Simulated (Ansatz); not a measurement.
# CH6ClNSi (SMILES C[SiH](N)Cl): wB97X/6-31G(d) (spherical functions)

What is the energy change on altering one bond length of CH6ClNSi at wB97X/6-31G* (spherical functions)? 

Program for the calculation: Ansatz 0.2.0.

128 further runs of the same task are left out: 128 set aside as unsound or not needed.

## 1. The structure to begin with

The species is CH6ClNSi (10 atoms), meant as a singlet with charge 0. As SMILES, `C[SiH](N)Cl`. Geometry: relaxed at PBE0-D4/def2-TZVP. This is one conformer, not always the lowest.

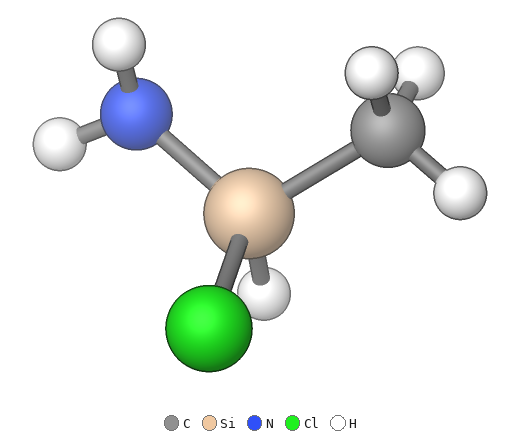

The structure, seen from a chosen angle (carbon grey, silicon light orange, nitrogen blue, chlorine green, hydrogen white).

## 2. A single-point energy at wB97X/6-31G(d) (spherical functions)

The input, molecule.yaml:

```yaml
crystal:
  periodic: [false, false, false]
  atoms:
    - symbol: C
      position_ang: [-0.924300, 0.960300, -0.429600]
    - symbol: Si
      position_ang: [-0.055600, -0.637600, -0.073400]
    - symbol: N
      position_ang: [1.200800, -0.379200, 1.050800]
    - symbol: Cl
      position_ang: [0.594900, -1.392500, -1.900800]
    - symbol: H
      position_ang: [-1.720000, 0.809500, -1.161600]
    - symbol: H
      position_ang: [-1.359500, 1.369700, 0.485000]
    - symbol: H
      position_ang: [-0.226900, 1.694300, -0.841400]
    - symbol: H
      position_ang: [-0.936500, -1.689500, 0.482600]
    - symbol: H
      position_ang: [1.847500, 0.382600, 0.917600]
    - symbol: H
      position_ang: [1.662700, -1.168700, 1.473800]
basis:
  gaussian: {orbitals: 6-31G_st_-spherical.json}
hamiltonian: {xc: {name: wB97X}}
accuracy: high
output: {orbitals: {seedname: orbitals}}
```

The basis set 6-31G* is read from a file made from the Basis Set Exchange's data (not shown).

On the command line:

```bash
$ ansatz run molecule.yaml --threads 1 --pin off --max-ram 3480MiB --events-out events.jsonl --progress --plain --runs-dir runs
```

What it wrote:

```text
Warning: RAYON_NUM_THREADS=1 ignored (pool sized by the plan → 1); use --threads N
Functional definition: wB97X
  name "wB97X"
  parameter omega = 0.3/bohr
  parameter cx = 0.157706
  parameter cx1 = 0.726479
  parameter cx2 = 1.04760
  parameter cx3 = -5.70635
  parameter cx4 = 13.2794
  parameter css1 = -4.33879
  parameter css2 = 18.2308
  parameter css3 = -31.7430
  parameter css4 = 17.2901
  parameter cos1 = 2.37031
  parameter cos2 = -11.3995
  parameter cos3 = 6.58405
  parameter cos4 = -3.78132
  exchange = spin_sum(e_x_unif_sr(omega)*poly(b97_u_x, 1 - cx, cx1, cx2, cx3, cx4)) + cx*exact_x_sr(omega)
      + exact_x_lr(omega)
  correlation = spin_sum(e_c_pw_same_spin*poly(b97_u_same, 1, css1, css2, css3, css4))
      + integral(e_c_pw_opposite_spin*poly(b97_u_opposite, 1, cos1, cos2, cos3, cos4))
1774 factors; integrals over basis functions are off by at most 3.6e-9 eV
360 factors; integrals over basis functions are off by at most 2.4e-9 eV
mean field evaluation 1: about -23021.2844 eV, gradient 4.5e1 eV
mean field evaluation 2: about -23022.6388 eV, gradient 3.8e1 eV
mean field evaluation 4: about -23025.5354 eV, gradient 1.1e0 eV
mean field evaluation 8: about -23025.6871 eV, gradient 5.2e-2 eV
mean field evaluation 16: about -23025.6871 eV, gradient 5.6e-6 eV
mean field -23025.68714423 eV, -846.1783951793 hartree, gradient 7.5e-8 eV, S^2 0.000000; 0 other end points of the search recorded, 0 dependent functions left out
reference -23025.68714153 eV, -846.1783950798 hartree; 25, 25 occupied and 51, 51 virtual orbitals, 1774 factors
Total energy: -23025.68714153 eV, -846.1783950798 hartree
```

Wall time 25 s (1 thread of Arm Neoverse V2, shared host); peak memory 0.48 GiB.

## 3. The distorted shape at the same level

The input, input.yaml:

```yaml
basis:
  gaussian: {orbitals: 6-31G_st_-spherical.json}
crystal:
  periodic: [false, false, false]
  atoms:
    - {symbol: C, position_ang: [-1.021887, 1.073549, -0.155457]}
    - {symbol: Si, position_ang: [-0.153187, -0.524351, 0.200743]}
    - {symbol: "N", position_ang: [1.103213, -0.265951, 1.324943]}
    - {symbol: Cl, position_ang: [0.594900, -1.392500, -1.900800]}
    - {symbol: H, position_ang: [-1.817587, 0.922749, -0.887457]}
    - {symbol: H, position_ang: [-1.457087, 1.482949, 0.759143]}
    - {symbol: H, position_ang: [-0.324487, 1.807549, -0.567257]}
    - {symbol: H, position_ang: [-1.034087, -1.576251, 0.756743]}
    - {symbol: H, position_ang: [1.749913, 0.495849, 1.191743]}
    - {symbol: H, position_ang: [1.565113, -1.055451, 1.747943]}
hamiltonian: {xc: {name: wB97X}}
accuracy: high
output: {orbitals: {seedname: orbitals}}
```

The basis set 6-31G* is read from a file made from the Basis Set Exchange's data (not shown).

On the command line:

```bash
$ ansatz run input.yaml --threads 1 --pin off --max-ram 3480MiB --events-out events.jsonl --progress --plain --runs-dir runs
```

What it wrote (excerpt; [...] marks lines left out):

```text
Warning: RAYON_NUM_THREADS=1 ignored (pool sized by the plan → 1); use --threads N
[... 2 set-up lines as earlier in the session ...]
[...]
      + exact_x_lr(omega)
[...]
      + integral(e_c_pw_opposite_spin*poly(b97_u_opposite, 1, cos1, cos2, cos3, cos4))
1767 factors; integrals over basis functions are off by at most 6.4e-9 eV
366 factors; integrals over basis functions are off by at most 2.2e-9 eV
[...]
mean field -23025.18965476 eV, -846.1601127783 hartree, gradient 9.7e-8 eV, S^2 0.000000; 0 other end points of the search recorded, 0 dependent functions left out
reference -23025.18965201 eV, -846.1601126771 hartree; 25, 25 occupied and 51, 51 virtual orbitals, 1767 factors
Total energy: -23025.18965201 eV, -846.1601126771 hartree
```

It took 26 s on 1 thread of Arm Neoverse V2, shared host; peak memory 0.48 GiB.

## 4. Summary of results

At wB97X/6-31G* (spherical functions):

```
                                                           quantity          value
                                          first shape: total energy  -846.17840 Eh
                                           first shape: HOMO energy      -10.12 eV
                                           first shape: LUMO energy        3.63 eV
                                         first shape: HOMO–LUMO gap       13.75 eV
                                      distorted shape: total energy  -846.16011 Eh
                                       distorted shape: HOMO energy      -10.24 eV
                                       distorted shape: LUMO energy        2.24 eV
                                     distorted shape: HOMO–LUMO gap       12.48 eV
energy change with the Si2–Cl4 bond stretched from 2.081 to 2.394 Å       0.497 eV
```

In words: With the Si2–Cl4 bond stretched from 2.081 to 2.394 Å the energy rises by 0.50 eV (11.5 kcal/mol). The first shape isn't relaxed at this level, so the change isn't measured from a minimum.
